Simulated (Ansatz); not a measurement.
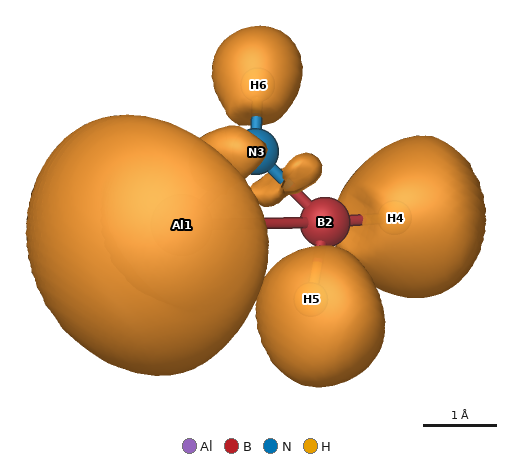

*AlBH3N (SMILES [BH2-]1[NH][Al+]1). Isosurface of the ELF at 0.85 (orange), seen at a tilt. Core shells and regions of very low density are left out.*

Geometry: r2SCAN-D4/def2-SVP.

All numbers below come from isolated molecule in a Gaussian basis; Kohn-Sham density functional theory, functional PBE0 in Ansatz.

```xyz
6

Al   -1.3969    0.1623   -0.4550
B    -0.0690    0.7486    1.5273
N     0.1084   -0.2448    0.5758
H     0.6146    0.9990    2.4895
H    -1.0777    1.4472    1.3198
H     0.8896   -0.8922    0.6156
```

Question: What do the ELF domains correspond to?

Answer: The ELF exceeds this value in one region between bonded B–N atoms (shared pairs), three regions around hydrogen nuclei, one lobe of the valence shell of N pointing towards Al and one lobe on Al, pointing away from the bonds (lone pairs). Profiles from the grid: B–N (1.39 Å): the ELF peaks at about 0.90 between the atoms, as expected for a polar covalent bond. Al–N (1.87 Å): the ELF peaks at about 0.90 in the valence shell of N, 0.7 Å from its nucleus, and is about 0.60 at the midpoint.
